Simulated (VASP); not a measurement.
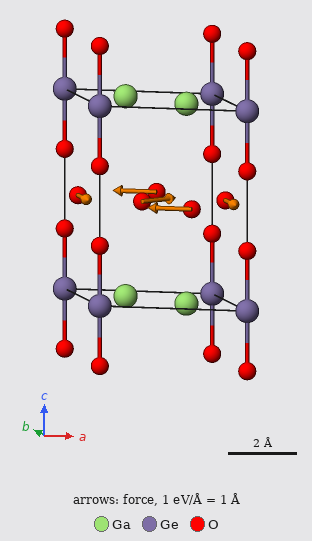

Starting geometry of a crystal of Ga2GeO5 (a generated structure, set up in P-62m) with the computed forces as orange arrows. A ball-and-stick model of the cell of the calculation, seen slightly off an axis.

The run lets cell and atoms move.

Theory: Kohn-Sham DFT of a periodic cell, PBE, VASP PAW PBE potentials, recommended in VASP.

Input
```
PREC     = Normal         # precision mode
ENCUT    = 520            # plane-wave cutoff, eV
EDIFF    = 1E-4           # SCF threshold, eV
ISMEAR   = 0              # smearing method
SIGMA    = 0.15           # smearing width, eV
LREAL    = F              # projectors in reciprocal space
LASPH    = T              # aspherical terms in the spheres
NELM     = 60             # most SCF steps
ALGO     = Fast           # electronic algorithm
ISIF     = 3              # what is computed and relaxed
LWAVE    = F              # write WAVECAR
LCHARG   = F              # write CHGCAR
GGA      = PE             # functional
IBRION   = 2              # ionic algorithm
NSW      = 24             # ionic steps
EDIFFG   = -0.08          # ionic threshold
```

Run as
```bash
cat potpaw_PBE.64/Ga_d/POTCAR potpaw_PBE.64/Ge_d/POTCAR potpaw_PBE.64/O/POTCAR > POTCAR
mpirun -np 1 vasp_std > vasp.out
```

> Is this structure relaxed? If not, where do the atoms go?

It isn't relaxed: the largest force vector, on O atoms, is 1.37 eV/Å. The atoms end up moving mostly along the starting forces (cosine between the two patterns 1.00). The largest moves relative to the cell, 0.59 Å, are those of O atoms. Ga and Ge stay in place. The drawn cell changes as follows: a = b 4.531 → 4.927 Å (+8.8 %), c 5.919 → 5.323 Å (−10.1 %); the volume changes by +6.4 %. Among the contacts that change: Ge–O 1.780 → 1.634 Å. The space group stays P-62m (No. 189). The energy falls by 274 meV per atom in 17 geometry steps. Largest force component: 1.4 eV/Å at the start, 0.065 eV/Å at the end. The pressure goes from 6.69 to 0.10 GPa. It ran on 1 thread of Intel(R) Xeon(R) Platinum 8259CL CPU @ 2.50GHz (Skylake/Cascade Lake), with other jobs on the host.

Limits of the set-up: layers or molecules are held without a dispersion correction, so their spacing is unreliable.
